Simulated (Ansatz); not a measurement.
# BOF (SMILES O=BF) at SVWN5/STO-3G

Aim: the energy change on altering one bond length of BOF at SVWN5/STO-3G, from 2 runs. 

The results are computed with Ansatz 0.2.0.

53 further runs of the same task are left out: 4 that didn't finish, 49 set aside as unsound or not needed.

**1. The system as given**

The species is BOF (3 atoms), meant as a singlet with charge 0. SMILES: `O=BF`. The coordinates come from a PBE0-D4/def2-TZVP relaxation.

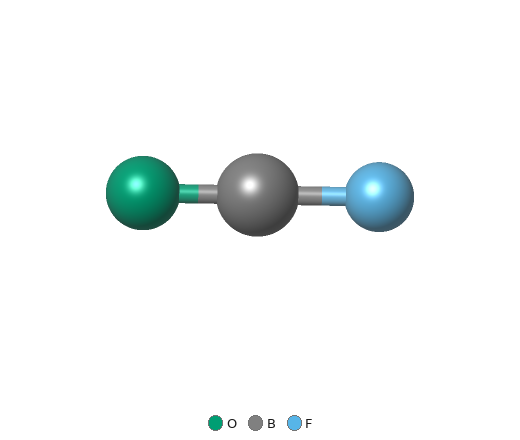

The structure, seen from a chosen angle (oxygen teal, boron grey, fluorine blue).

**2. A single-point energy at SVWN5/STO-3G**

File in.yaml:

```yaml
basis:
  gaussian: {orbitals: STO-3G}
crystal:
  periodic: [false, false, false]
  atoms:
    - symbol: O
      position_ang: [0.983100, -0.565100, 0.479900]
    - symbol: B
      position_ang: [0.020300, -0.011600, 0.009900]
    - symbol: F
      position_ang: [-1.003400, 0.576800, -0.489800]
magnetization: {spin_polarized: false, initial_magnetization: 0}
hamiltonian: {xc: {name: SVWN5}}
accuracy: high
```

Launch:

```bash
$ ansatz run in.yaml --threads 1 --pin off --max-ram 2610MiB --events-out events.jsonl --progress --plain --runs-dir runs
```

The log of the run:

```text
Warning: RAYON_NUM_THREADS=1 ignored (pool sized by the plan → 1); use --threads N
Functional definition: SVWN5
  name "SVWN5"
  exchange = slater_x
  correlation = vwn5_c
248 factors; integrals over basis functions are off by at most 3.4e-8 eV
mean field evaluation 1: about -5323.8296 eV, gradient 2.9e1 eV
mean field evaluation 2: about -5284.7948 eV, gradient 1.3e2 eV
mean field evaluation 4: about -5326.2850 eV, gradient 4.1e0 eV
mean field evaluation 8: about -5326.2802 eV, gradient 2.1e-1 eV
mean field evaluation 16: about -5326.2803 eV, gradient 5.8e-8 eV
mean field -5326.28031519 eV, -195.7371913007 hartree, gradient 1.0e-8 eV, S^2 0.000000; 0 other end points of the search recorded, 0 dependent functions left out
reference -5326.28031637 eV, -195.7371913440 hartree; 11, 11 occupied and 4, 4 virtual orbitals, 248 factors
Total energy: -5326.28031637 eV, -195.7371913440 hartree
```

It took 0.26 s on 1 thread of Intel Xeon Platinum 8488C (Sapphire Rapids), shared host.

**3. The distorted shape at the same level**

File molecule.yaml:

```yaml
crystal:
  periodic: [false, false, false]
  atoms:
    - {symbol: O, position_ang: [1.223799, -0.703474, 0.597399]}
    - {symbol: B, position_ang: [0.020300, -0.011600, 0.009900]}
    - {symbol: F, position_ang: [-1.003400, 0.576800, -0.489800]}
basis:
  gaussian:
    orbitals: STO-3G
hamiltonian:
  xc: {name: SVWN5}
accuracy: high
```

Launch:

```bash
$ ansatz run molecule.yaml --threads 1 --pin off --max-ram 2610MiB --events-out events.jsonl --progress --plain --runs-dir runs
```

The log of the run:

```text
Warning: RAYON_NUM_THREADS=1 ignored (pool sized by the plan → 1); use --threads N
Functional definition: SVWN5
  name "SVWN5"
  exchange = slater_x
  correlation = vwn5_c
245 factors; integrals over basis functions are off by at most 3.9e-8 eV
mean field evaluation 1: about -5318.7809 eV, gradient 3.9e1 eV
mean field evaluation 2: about -5170.2928 eV, gradient 1.8e2 eV
mean field evaluation 4: about -5323.6757 eV, gradient 1.6e1 eV
mean field evaluation 8: about -5324.3707 eV, gradient 6.9e-2 eV
mean field evaluation 16: about -5324.2969 eV, gradient 5.5e-6 eV
mean field -5324.29694942 eV, -195.6643039531 hartree, gradient 5.8e-8 eV, S^2 0.000000; 0 other end points of the search recorded, 0 dependent functions left out
reference -5324.29695060 eV, -195.6643039964 hartree; 11, 11 occupied and 4, 4 virtual orbitals, 245 factors
Total energy: -5324.29695060 eV, -195.6643039964 hartree
```

It took 0.28 s on 1 thread of Intel Xeon Platinum 8488C (Sapphire Rapids), shared host.

**4. Outcome**

Level: SVWN5/STO-3G.

```
                                                         quantity          value
                                        first shape: total energy  -195.73719 Eh
                                    distorted shape: total energy  -195.66430 Eh
energy change with the O1–B2 bond stretched from 1.206 to 1.507 Å       1.983 eV
```

In words: With the O1–B2 bond stretched from 1.206 to 1.507 Å the energy rises by 1.98 eV (46 kcal/mol). The first shape isn't relaxed at this level, so the change isn't measured from a minimum. The minimal basis adds a large error of its own.
